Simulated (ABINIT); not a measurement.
# A GW chain in ABINIT: ZnSe (Stilleite)

Wanted: ground state, empty states, screening and self-energy for ZnSe (Stilleite).

Main program and level: ABINIT 10.8.3; LDA and many-body steps on it, plane waves.

**What was measured.**

- Gap 2.695 ± 0.003 eV: excitonic gap from free-exciton PL, not corrected for exciton binding; photoluminescence; 300 K; bulk crystal (Bridgman-grown crystal, polished and etched) (“Alloy Disordering Effects on the Thermal Conductivity and Energy Gap Temperature Dependence of Cd1−xZnxSe Ternary Crystals Grown by the Bridgman Method”, 2023, pmc:10253836).

### 1. Starting point

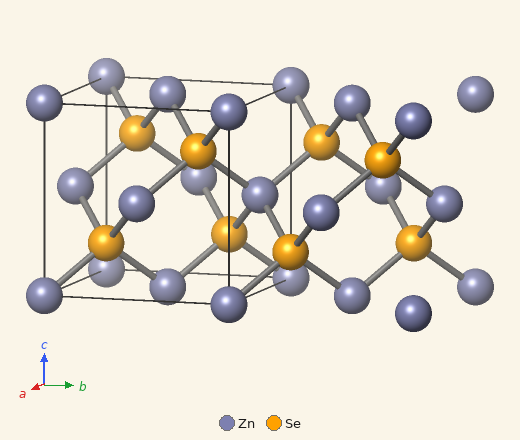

The starting structure, seen slightly off an axis (zinc blue, selenium orange). 1×2×1 cells are drawn. This picture shows the conventional cell, with its axes. Bonds to atoms that aren't drawn are left out. Some periodic images of atoms are drawn too.

The cell and positions come from the Crystallography Open Database and are kept as given unless a step says otherwise.

### 2. Ground state

This step: ABINIT 10.8.3; DFT, LDA, plane waves, norm-conserving pseudopotentials.

The ground-state density comes first.

Contents of run.abi:

```
acell 3*1.0 Angstrom
rprim 
  -0.000000000000 2.833800000000 2.833800000000
  2.833800000000 -0.000000000000 2.833800000000
  2.833800000000 2.833800000000 0.000000000000
ntypat 2
znucl 30 34
natom 2
typat 1 2
xred 
  0.000000000000 0.000000000000 0.000000000000
  0.250000000000 0.250000000000 0.250000000000
pp_dirpath "pseudos"
pseudos "Zn.upf, Se.upf"
ecut 48
ngkpt 6 6 6
nshiftk 1
shiftk 0 0 0
kptopt 1
chksymbreak 0
nband 27
occopt 1
tolvrs 1e-10
nstep 60
prtwf 0
indata_prefix "in"
outdata_prefix "out"
tmpdata_prefix "tmp"
```

Command:

```sh
$ OMP_NUM_THREADS=1 mpirun -n 4 abinit run.abi > log
```

Numbers of over 12 decimals in the logs are rounded to 6 here.

The log of the run:

```text
.Version 10.8.3 of ABINIT. v10.8.2 released Aug 2026.

 Symmetries : space group F-4 3 m (#216); Bravais cF (face-center cubic)
================================================================================
 Values of the parameters that define the memory need of the present run
     intxc =       0    ionmov =       0      iscf =       7    lmnmax =       6
     lnmax =       6     mgfft =      48  mpssoang =       3    mqgrid =    3001
     natom =       2  nloc_mem =       1    nspden =       1   nspinor =       1
    nsppol =       1      nsym =      24    n1xccc =    2501    ntypat =       2
    occopt =       1   xclevel =       1
-    mband =          27        mffmem =           1         mkmem =           4
       mpw =        4897          nfft =      110592          nkpt =          16
================================================================================
  Rough estimation (10% accuracy) of disk space for files :
================================================================================

--------------------------------------------------------------------------------
------------- Echo of variables that govern the present computation ------------
--------------------------------------------------------------------------------
 -outvars: echo values of preprocessed input variables --------
            acell      1.8897261259E+00  1.8897261259E+00  1.8897261259E+00 Bohr

      chksymbreak           0
             ecut      4.80000000E+01 Hartree
-          fftalg         312

              ixc       -1012
              kpt      0.00000000E+00  0.00000000E+00  0.00000000E+00
                       1.66666667E-01  0.00000000E+00  0.00000000E+00
                       3.33333333E-01  0.00000000E+00  0.00000000E+00
                       5.00000000E-01  0.00000000E+00  0.00000000E+00
                       1.66666667E-01  1.66666667E-01  0.00000000E+00
                       3.33333333E-01  1.66666667E-01  0.00000000E+00
                       5.00000000E-01  1.66666667E-01  0.00000000E+00
                      -3.33333333E-01  1.66666667E-01  0.00000000E+00
                      -1.66666667E-01  1.66666667E-01  0.00000000E+00
   [... 5 further rows ...]
                      -3.33333333E-01  3.33333333E-01  1.66666667E-01
                      -3.33333333E-01  5.00000000E-01  1.66666667E-01
         kptrlatt        6    0    0      0    6    0      0    0    6
          kptrlen      4.54395803E+01
P           mkmem           4
            natom           2
            nband          27
            ngfft          48      48      48
             nkpt          16
            nstep          60
             nsym          24
           ntypat           2
              occ      2.000000  2.000000  2.000000  2.000000  2.000000  2.000000
                       2.000000  2.000000  2.000000  2.000000  2.000000  2.000000
                       2.000000  2.000000  2.000000  2.000000  2.000000  2.000000
                       2.000000  2.000000  2.000000  2.000000  0.000000  0.000000
[...]
prtwf           0
            rprim     -0.0000000000E+00  2.8338000000E+00  2.8338000000E+00
[...]
spgroup         216

           tolvrs      1.00000000E-10

             xred      0.0000000000E+00  0.0000000000E+00  0.0000000000E+00
[...]
znucl       30.00000   34.00000

================================================================================

 chkinp: Checking input parameters for consistency.

================================================================================
== DATASET  1 ==================================================================
-   mpi_nproc: 4, omp_nthreads: 1 (-1 if OMP is not activated)

--- !DatasetInfo
iteration_state: {dtset: 1, }
dimensions: {natom: 2, nkpt: 16, mband: 27, nsppol: 1, nspinor: 1, nspden: 1, mpw: 4897, }
cutoff_energies: {ecut:  48.0, pawecutdg:  -1.0, }
electrons: {nelect:   4.40000000E+01, charge:   0.00000000E+00, occopt:   1.00000000E+00, tsmear:   1.00000000E-02, }

 Real(R)+Recip(G) space primitive vectors, cartesian coordinates (Bohr,Bohr^-1):
 R(1)=  0.0000000  5.3551059  5.3551059  G(1)= -0.0933688  0.0933688  0.0933688
 R(2)=  5.3551059  0.0000000  5.3551059  G(2)=  0.0933688 -0.0933688  0.0933688
 R(3)=  5.3551059  5.3551059  0.0000000  G(3)=  0.0933688  0.0933688 -0.0933688
 Unit cell volume ucvol=  3.0713845E+02 bohr^3
 Angles (23,13,12)=  6.00000000E+01  6.00000000E+01  6.00000000E+01 degrees

 getcut: wavevector=  0.0000  0.0000  0.0000  ngfft=  48  48  48
         ecut(hartree)=     48.000   => boxcut(ratio)=   2.03223

--- Pseudopotential description ------------------------------------------------
- Zn Generated using ONCVPSP code by D. R. Hamann
- 30.00000  20.00000  180309                  znucl, zion, pspdat
12 -1012 2 -1 1296                            pspcod,pspxc,lmax,lloc,mmax
     nproj     2     2     2
  pspatm : epsatm=   26.73031766
         --- l  ekb(1:nproj) -->
[...]
pspatm: atomic psp has been read  and splines computed

- Se Generated using ONCVPSP code by D. R. Hamann
- 34.00000  24.00000  180309                  znucl, zion, pspdat
12 -1012 2 -1 1198                            pspcod,pspxc,lmax,lloc,mmax
     nproj     2     2     2
  pspatm : epsatm=   25.89836092
         --- l  ekb(1:nproj) -->
[...]
pspatm: atomic psp has been read  and splines computed

   2.31566186E+03                                ecore*ucvol(ha*bohr**3)
--------------------------------------------------------------------------------

_setup2: Arith. and geom. avg. npw (full set) are    4879.338    4879.326

================================================================================

--- !BeginCycle
iteration_state: {dtset: 1, }
solver: {iscf: 7, nstep: 60, nline: 4, wfoptalg: 0, }
tolerances: {tolvrs: 1.00E-10, }

     iter   Etot(hartree)      deltaE(h)  residm     vres2
 ETOT  1  -548.13932303559    -5.481E+02 8.793E-01 4.461E+03
 ETOT  2  -549.51355436248    -1.374E+00 4.090E-02 7.555E+03
 ETOT  3  -550.33840863844    -8.249E-01 8.604E-03 9.996E+02
 ETOT  4  -550.40301611023    -6.461E-02 1.614E-02 4.102E+02
 ETOT  5  -550.44073001420    -3.771E-02 1.058E-03 7.005E+01
 ETOT  6  -550.44859076216    -7.861E-03 1.663E-03 2.110E-01
 ETOT  7  -550.44857908346     1.168E-05 7.629E-04 2.831E-01
 ETOT  8  -550.44858902821    -9.945E-06 4.704E-04 2.111E-01
 ETOT  9  -550.44861534944    -2.632E-05 1.768E-04 4.316E-04
 ETOT 10  -550.44861541411    -6.466E-08 6.572E-05 2.204E-06
 ETOT 11  -550.44861541441    -3.060E-10 2.589E-05 2.508E-08
 ETOT 12  -550.44861541441     2.501E-12 1.332E-05 7.536E-09
 ETOT 13  -550.44861541438     3.058E-11 5.807E-06 4.117E-12

 At SCF step   13       vres2   =  4.12E-12 < tolvrs=  1.00E-10 =>converged.

 Cartesian components of stress tensor (hartree/bohr^3)
  sigma(1 1)=  1.56530721E-04  sigma(3 2)=  0.00000000E+00
  sigma(2 2)=  1.56530721E-04  sigma(3 1)=  0.00000000E+00
  sigma(3 3)=  1.56530721E-04  sigma(2 1)=  0.00000000E+00

--- !ResultsGS
iteration_state: {dtset: 1, }
comment   : Summary of ground state results
lattice_vectors:
- [ -0.0000000,   5.3551059,   5.3551059, ]
- [  5.3551059,  -0.0000000,   5.3551059, ]
- [  5.3551059,   5.3551059,   0.0000000, ]
lattice_lengths: [   7.57326,    7.57326,    7.57326, ]
lattice_angles: [ 60.000,  60.000,  60.000, ] # degrees, (23, 13, 12)
lattice_volume:   3.0713845E+02
convergence: {deltae:  3.058E-11, res2:  4.117E-12, residm:  5.807E-06, diffor: null, }
etotal    :  -5.50448615E+02
entropy   :   0.00000000E+00
fermie    :   1.39712178E-01
cartesian_stress_tensor: # hartree/bohr^3
- [  1.56530721E-04,   0.00000000E+00,   0.00000000E+00, ]
- [  0.00000000E+00,   1.56530721E-04,   0.00000000E+00, ]
- [  0.00000000E+00,   0.00000000E+00,   1.56530721E-04, ]
pressure_GPa:  -4.6053E+00
xred      :
- [  0.0000E+00,   0.0000E+00,   0.0000E+00, Zn]
- [  2.5000E-01,   2.5000E-01,   2.5000E-01, Se]
cartesian_forces: # hartree/bohr
- [  4.91033493E-31,  -2.94620096E-31,   9.82066985E-32, ]
- [ -4.91033493E-31,   2.94620096E-31,  -9.82066985E-32, ]
force_length_stats: {min:   5.80998664E-31, max:   5.80998664E-31, mean:   5.80998664E-31, }

 Integrated electronic density in atomic spheres:
 ------------------------------------------------
 Atom  Sphere_radius  Integrated_density
    1        2.00000         18.12110404
    2        2.00000         21.26224152
================================================================================

 ----iterations are completed or convergence reached----

 Mean square residual over all n,k,spin=   13.442E-09; max=  58.066E-07
 reduced coordinates (array xred) for    2 atoms
       0.000000000000      0.000000000000      0.000000000000
       0.250000000000      0.250000000000      0.250000000000
 rms dE/dt=  2.8483E-30; max dE/dt=  6.3109E-30; dE/dt below (all hartree)
    1       0.000000000000      0.000000000000      0.000000000000
    2      -0.000000000000      0.000000000000      0.000000000000

 cartesian coordinates (angstrom) at end:
    1      0.000000     0.000000     0.000000
    2      1.416900     1.416900     1.416900

 cartesian forces (hartree/bohr) at end:
    1      0.000000    -0.000000     0.000000
    2     -0.000000     0.000000    -0.000000
 frms,max,avg= 3.3543973E-31 4.9103349E-31   0.000E+00  0.000E+00  0.000E+00 h/b

 cartesian forces (eV/Angstrom) at end:
    1      0.000000    -0.000000     0.000000
    2     -0.000000     0.000000    -0.000000
 frms,max,avg= 1.7249005E-29 2.5249957E-29   0.000E+00  0.000E+00  0.000E+00 e/A
 length scales=  1.889726125908  1.889726125908  1.889726125908 bohr
              =  1.000000000000  1.000000000000  1.000000000000 angstroms
 prteigrs : about to open file out_EIG
 Fermi (or HOMO) energy (hartree) =   0.13971   Average Vxc (hartree)=  -0.37927
 Eigenvalues (hartree) for nkpt=  16  k points:
 kpt#   1, nband= 27, wtk=  0.00463, kpt=  0.0000  0.0000  0.0000 (reduced coord)
  -7.44107   -5.23747   -5.23747   -5.23747   -4.43483   -2.76711   -2.76711   -2.76711
  -1.58857   -1.58857   -1.58857   -1.58840   -1.58840   -0.34985   -0.10483   -0.10483
  -0.10483   -0.09159   -0.09159    0.13971    0.13971    0.13971    0.17747    0.34982
   0.34982    0.34982    0.49385
 prteigrs : prtvol=0 or 1, do not print more k-points.

--- !EnergyTerms
iteration_state     : {dtset: 1, }
comment             : Components of total free energy in Hartree
kinetic             :  2.38148548481601E+02
hartree             :  2.28792543775108E+02
xc                  : -5.44826115731505E+01
Ewald energy        : -2.44845014170202E+02
psp_core            :  7.53947241724703E+00
local_psp           : -5.89314077751648E+02
non_local_psp       : -1.36287476593332E+02
total_energy        : -5.50448615414378E+02
total_energy_eV     : -1.49784698826061E+04
band_energy         : -8.89827684966753E+01

 Cartesian components of stress tensor (hartree/bohr^3)
  sigma(1 1)=  1.56530721E-04  sigma(3 2)=  0.00000000E+00
  sigma(2 2)=  1.56530721E-04  sigma(3 1)=  0.00000000E+00
  sigma(3 3)=  1.56530721E-04  sigma(2 1)=  0.00000000E+00

-Cartesian components of stress tensor (GPa)         [Pressure= -4.6053E+00 GPa]
- sigma(1 1)=  4.60529281E+00  sigma(3 2)=  0.00000000E+00
- sigma(2 2)=  4.60529281E+00  sigma(3 1)=  0.00000000E+00
- sigma(3 3)=  4.60529281E+00  sigma(2 1)=  0.00000000E+00

== END DATASET(S) ==============================================================
================================================================================

 -outvars: echo values of variables after computation  --------
           etotal     -5.5044861541E+02
            nband          27
             nkpt          16
          spgroup         216
 [... the other variables as echoed above ...]

 Calculation completed.
```

The job ended after 26 s (4 MPI ranks of Arm Neoverse V1, shared host; peak memory 0.35 GiB).

Numbers from this step:

| Item | Value |
| --- | --- |
| total energy | -14978.4699 eV |
| gap | 1.028 eV |
| k of the valence top | 0, 0, 0 |
| k of the conduction bottom | 0, 0, 0 |
| least direct gap | 1.028 eV |
| pressure | -4.605 GPa |

The gap is direct, at Γ.

The cutoff was set for levels, not for stress, so the pressure can be off by some GPa.

[end of part 1 of 3]

[Paths, hosts, dates, memory and timing lines, banners, echoed tables and standing remarks are left out of the program output.]

[Logs are printed without paths, hosts, clocks, repeated set-up lines and the standing remarks that a program may print on its own settings, such as how far it seeks lower states.]

[Runs of the session that timed out or met a known fault of the program may be left out.]

[Hosts, paths, dates, database ids (printed as entryN), source tags and the programs' standing remarks are cut or masked in the printed files.]

[G0W0 gaps are taken among the corrected bands and points alone; a level outside them can change the order at an edge.]

[Where Ansatz stands beside ABINIT at settings called matched, ABINIT's density can come from a denser mesh and the files from another edition; pairs whose starting gaps differed by over 0.03 eV were left out, so agreement reads better than it is.]
